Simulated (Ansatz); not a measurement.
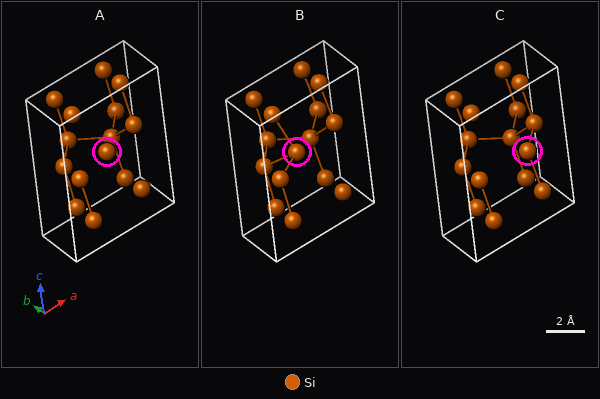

3 geometries from a converged minimum-energy path of a defect cell of composition Si (15 atoms in the cell), shuffled. Style: ball-and-stick. Shown: the reduced simulation cell (origin moved), slightly off an axis. The moving atom is ringed, with any periodic copies. Lengths and directions refer to the drawn axes. Bonds to atoms that aren't drawn are left out.

Level of theory: Ansatz 0.2.0, DFT LDA, scalar-relativistic, plane waves, PAW. Set-up: plane-wave cutoff 420 eV; k-point mesh 3 × 3 × 3; Gaussian smearing 0.02 eV; 3 movable images; climbing image.

**Which frame is the top of the path?**

A. In order along the path, whose images run from 0 to 4: C (image 0, 0.00 eV), A (image 2, +0.66 eV), B (image 3, +0.17 eV). A Si atom travels furthest, 2.26 Å from end to end, along [−3 1 1], on a straight line. At the highest image its nearest neighbour (Si) is 2.82 Å away, against 2.35 Å at the start, and the surrounding atoms stand up to 0.11 Å off the mean of their end positions. Breaking: 3 Si–Si (2.35 → 3.75 Å). Forming: 3 Si–Si (3.75 → 2.35 Å).

Limits of the set-up: the periodic images lie only 7.6 Å apart, so the values are limited by the cell's size.
